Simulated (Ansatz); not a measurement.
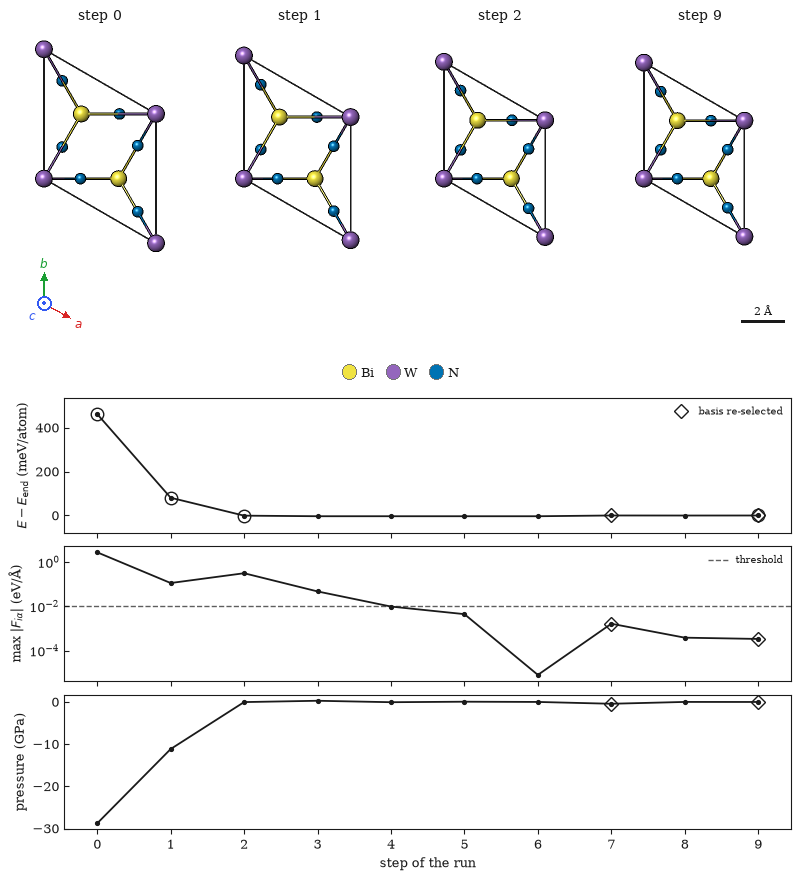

Frames of a relaxation of a crystal of BiWN3 (built on the KVCl3-194 type type), marked on the history of the run. The picture is a ball-and-stick view of the cell of the calculation, seen along the c axis.

These are results of DFT, PBEsol, plane waves, PAW (Ansatz 0.2.0), not measurements.

The input:
```yaml
crystal:
  lattice:
    - [6.10351627, 0.0, 0.0]
    - [-3.05175814, 5.28580015, 0.0]
    - [0.0, 0.0, 5.43720705]
  atoms:
    - { symbol: Bi, position: [0.66666667, 0.33333333, 0.25] }
    - { symbol: Bi, position: [0.33333333, 0.66666667, 0.75] }
    - { symbol: W, position: [0.0, 0.0, 0.5] }
    - { symbol: W, position: [0.0, 0.0, 0.0] }
    - { symbol: "N", position: [0.3257619, 0.16288095, 0.75] }
    - { symbol: "N", position: [0.6742381, 0.83711905, 0.25] }
    - { symbol: "N", position: [0.83711905, 0.16288095, 0.75] }
    - { symbol: "N", position: [0.16288095, 0.83711905, 0.25] }
    - { symbol: "N", position: [0.83711905, 0.6742381, 0.75] }
    - { symbol: "N", position: [0.16288095, 0.3257619, 0.25] }
kpoints:
  mp_grid: { grid: [6, 6, 6] }
hamiltonian:
  xc: pbesol
scf:
  occupations: { method: fermi_dirac, width: 0.03 }
relax:
  f_tol: 0.01
  cell: {}
  max_steps: 120
```

Command:
```bash
ansatz run input.yaml --threads 4 --pin off --max-ram 4608MiB --backend cpu --events-out ev --progress --plain --runs-dir out
```

What happens along the run?

Answer. The largest moves relative to the cell, 0.033 Å, are those of N5, N6, N7, N8, N9 and N10. N8 goes along [1 −1 0]. W and Bi stay in place. The volume changes by −24.5 %, with a = b 6.104 → 5.471 Å (−10.4 %), c 5.437 → 5.108 Å (−6.1 %). Some distances before and after: Bi1–W3 3.777 → 3.407 Å, W3–N10 2.194 → 2.029 Å, W3–W4 2.719 → 2.554 Å. The space group stays P6_3/mmc (No. 194). Over 7 accepted moves (9 points after the start) the energy falls by 462 meV per atom. Largest force component: 2.8 eV/Å at the start, 0.00034 eV/Å at the end. Pressure: −28.77 GPa at the start and −0.01 GPa at the end. At 2 points the geometry stayed and the basis and grid were re-selected for the new cell (energy shift of 3.4 meV per atom at most each time). From step 0 to 1: N atoms move most (0.05 Å), volume −13.7 %, energy −381 meV per atom. From step 1 to 2: N atoms move most (0.06 Å), volume −11.0 %, energy −81.7 meV per atom. From step 2 to 9: N atoms move most (0.02 Å), volume −1.7 %, energy +0.7 meV per atom.
